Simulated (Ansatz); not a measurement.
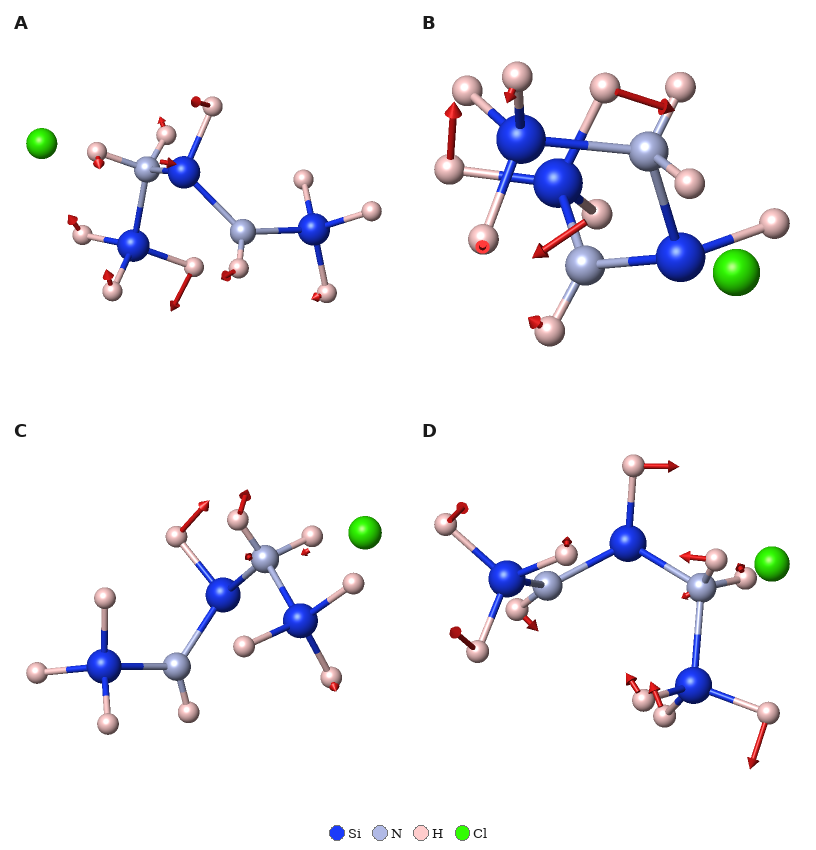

4 normal modes of one molecule or complex, as arrows. Charge 0, doublet. Harmonic vibrations computed with UKS PBE0-D4/def2-SVP (Ansatz 0.2.0) at a stationary point of the same level. It is a saddle point of order 1.

Match the panels to the wavenumbers 114 cm⁻¹, 497 cm⁻¹, 695 cm⁻¹, 846 cm⁻¹.

A: 497 cm⁻¹
B: 114 cm⁻¹
C: 846 cm⁻¹
D: 695 cm⁻¹, H–Si–N bending
